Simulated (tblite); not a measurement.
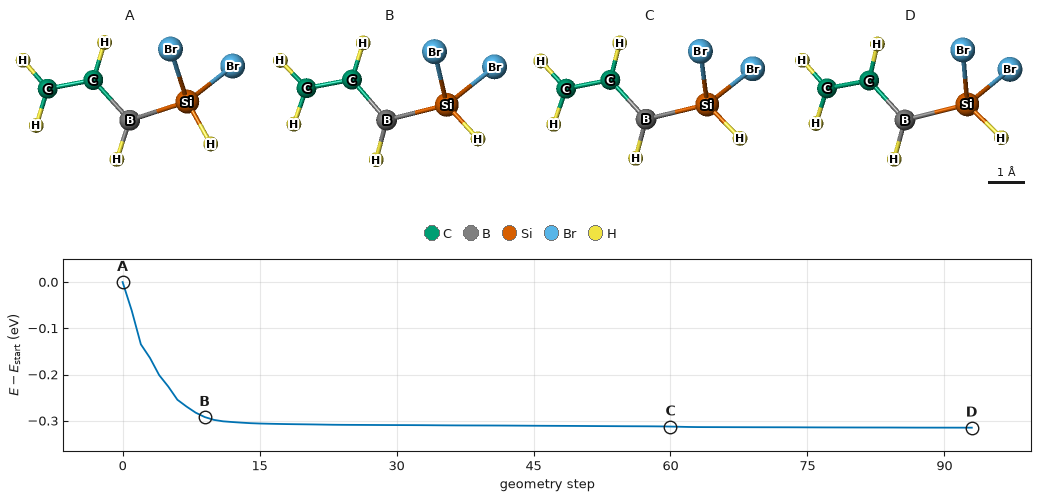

Frames of a relaxation of C2H5BBr2Si, marked on the history of the run. Style: ball-and-stick. Shown at a tilt.

All numbers below come from tblite, GFN2-xTB geometry optimisation, gas phase. 

> What happens along the run?

Over 93 geometry steps the energy falls by 0.315 eV. The largest move after the best rigid fit is that of an H atom, 0.36 Å. Largest moves by element: H 0.36 Å, Br 0.35 Å, B 0.27 Å, C 0.18 Å, Si 0.08 Å. Near-neighbour distances that change, for instance: C–H 1.113 → 1.087 Å, Br–Si 2.285 → 2.261 Å, C–H 1.091 → 1.079 Å, B–C 1.549 → 1.537 Å. Bond angles that change, for instance: B–Si–H 108.8° → 126.1°, Br–Si–H 113.3° → 101.6°, Br–Si–H 110.3° → 101.8°. From step 0 to 9: an H atom moves most (0.27 Å), energy −0.292 eV. From step 9 to 60: a Br atom moves most (0.19 Å), energy −0.021 eV. From step 60 to 93: an H atom moves most (0.22 Å), energy −0.002 eV.
